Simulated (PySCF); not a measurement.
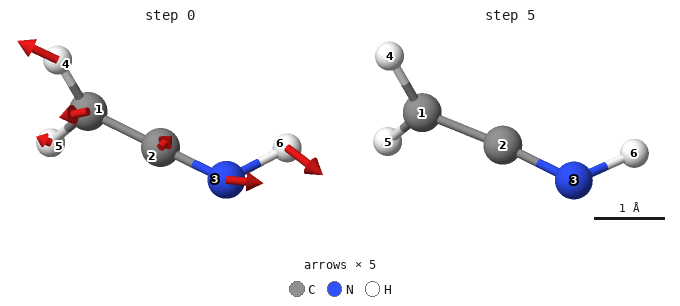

The structure of C₂H₃N before (left) and after (right) a relaxation, at one scale. The red arrows give the displacements, magnified 5 times.

Style: ball-and-stick. Shown from a free direction.

The start comes from MMFF94s. Its atoms were then displaced at random by about 0.03 Å.

Theory: PBE0-D3(BJ)/def2-SVP geometry optimisation, gas phase (PySCF 2.14.0, density-fitted response routines). 

Q: Describe what moved and what it gained.

A: The energy falls by 120.5 kJ/mol in 5 geometry steps. The atom that moves furthest after the best rigid fit is H6 (0.14 Å). Largest moves by element: H 0.14 Å, N 0.11 Å, C 0.10 Å. Some distances before and after: C1–H4 0.988 → 1.092 Å, C2–N3 1.129 → 1.223 Å, C1–C2 1.225 → 1.314 Å, C1–H5 1.179 → 1.091 Å. Bond angles that change, for instance: C2–C1–H4 123.9° → 120.3°, C2–N3–H6 112.7° → 116.0°, C2–C1–H5 117.7° → 120.2°.
